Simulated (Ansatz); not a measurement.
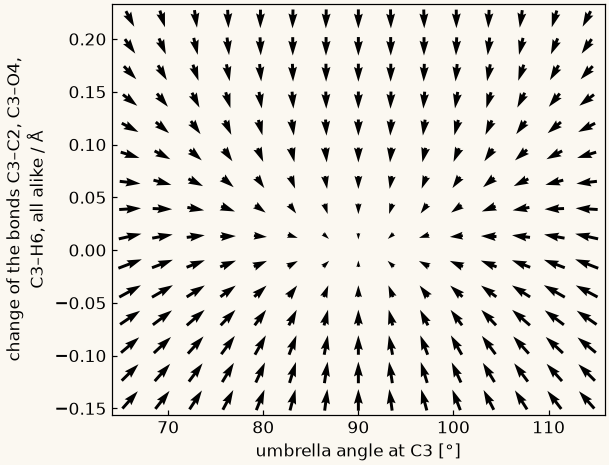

C2H3O2, SMILES O[C-]=CO, charge −1. 
- First axis: umbrella angle at C3 (between each of its bonds and their common axis; 90 is planar). Second axis: change of the bonds C3–C2, C3–O4, C3–H6, all alike.
- Nothing is relaxed (all other coordinates rigid).
- The grid has 15 × 15 points; 120 points were computed and 105 follow by symmetry.
- Points are written as (first, second).
- Method: RKS B3LYP-D4/def2-SVPD (Ansatz).

The picture shows arrows along the force (downhill), their lengths compressed.

The arrows alone are given. Where is the energy lowest?

Answer. The arrows converge at about (90°, 0.000 Å) (read from the interpolated surface).

The energy map of the same scan:

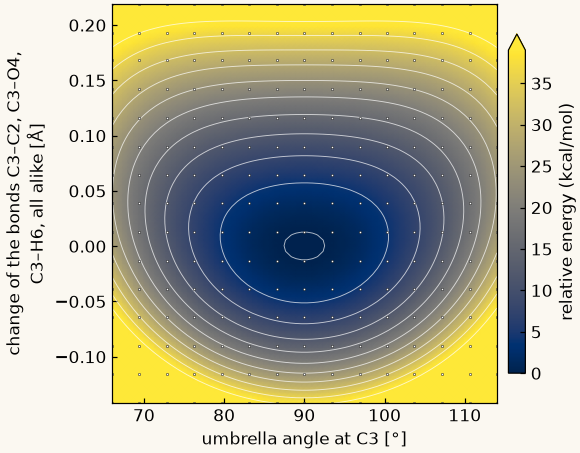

Energies are in kcal/mol, from the lowest grid point; between grid points the surface is interpolated.
